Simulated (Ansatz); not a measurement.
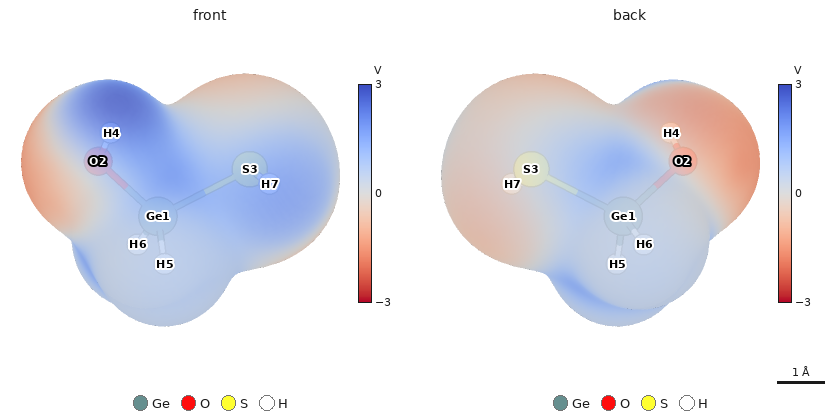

*GeH4OS (SMILES [OH][GeH2][SH]). The molecular electrostatic potential painted on the density surface at 0.002 e/bohr³, seen from the front and from behind; the colour scale runs from red (negative) to blue (positive).*

Geometry: r2SCAN-D4/def2-TZVP.

Method: isolated molecule in a Gaussian basis; Kohn-Sham density functional theory, functional PBE0 in Ansatz 0.2.0.

```xyz
7

Ge   -1.4860   -1.3694   -1.2120
O    -3.1933   -1.8644   -1.1260
S    -1.1230   -0.0432   -2.9627
H    -3.7911   -1.1162   -1.2316
H    -1.0834   -0.6012    0.0562
H    -0.7365   -2.6836   -1.4111
H    -1.1502    1.0790   -2.2253
```

Describe the electrostatic potential map.

Answer. The most negative region (about −1.4 V, or −32 kcal/mol for a unit charge) lies over O2, the most positive (about +2.4 V, or +55 kcal/mol for a unit charge) over H4. O2 is the likeliest acceptor of a hydrogen bond.
